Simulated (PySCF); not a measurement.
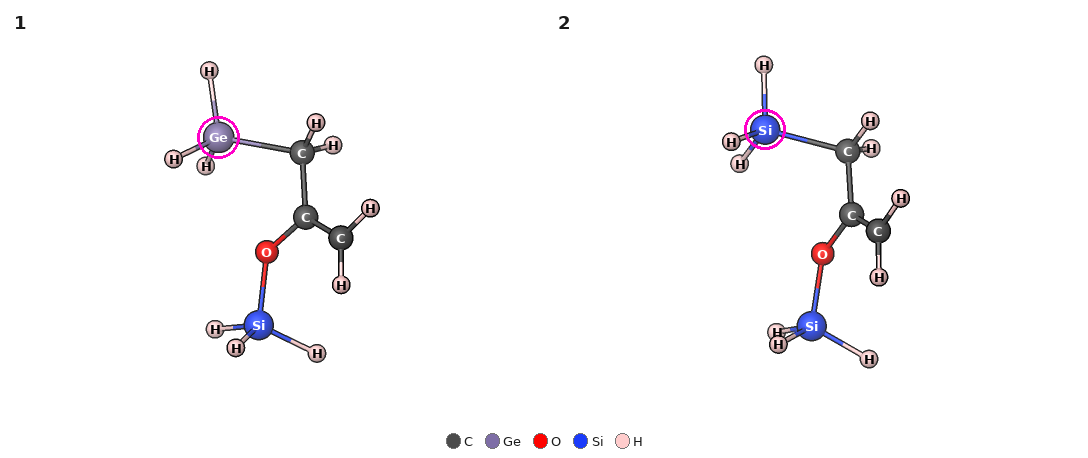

2 molecules with one skeleton, seen from the same side and at one scale; the atom that differs is circled. Charge 0, singlet. Computed geometries: GFN2-xTB optimisations, one conformation each. Properties computed with PySCF 2.14.0.

One atom differs, called X below: Ge in panel 1, Si in panel 2. Their formulas are C3H10GeOSi (`C=C([CH2][GeH3])O[SiH3]`), C3H10OSi2 (`C=C(C[SiH3])O[SiH3]`).

Question: In which is the length of X–C larger (GFN2-xTB)?

Answer: In panel 1 (X = Ge).

Question: In which is the dipole moment larger (ωB97X-D/def2-SVPD)?

Answer: In panel 1 (X = Ge).

Give the values. With GFN2-xTB: length of X–C (Å), mean length of X–H (Å), mean angle H–X–H (°). With ωB97X-D/def2-SVPD: dipole moment (D), HOMO energy (Kohn–Sham orbital) (eV), HOMO–LUMO gap (eV), mean static polarisability (bohr³), lowest vertical singlet excitation (eV).

| quantity | 1 (Ge) | 2 (Si) | 2 − 1 |
| --- | --- | --- | --- |
| length of X–C (Å) | 1.979 | 1.911 | −0.068 |
| mean length of X–H (Å) | 1.495 | 1.464 | −0.031 |
| mean angle H–X–H (°) | 107.8 | 110.1 | +2.3 |
| dipole moment (D) | 0.98 | 0.50 | −0.48 |
| HOMO energy (Kohn–Sham orbital) (eV) | −8.75 | −8.66 | +0.09 |
| HOMO–LUMO gap (eV) | 10.46 | 10.47 | +0.01 |
| mean static polarisability (bohr³) | 95.6 | 92.9 | −2.7 |
| lowest vertical singlet excitation (eV) | 6.38 | 6.32 | −0.06 |

The geometry is semi-empirical. Around Ge, Si such bond lengths and angles can be off by a tenth of an ångström or more and by several degrees, and values that hang on the shape move with them.
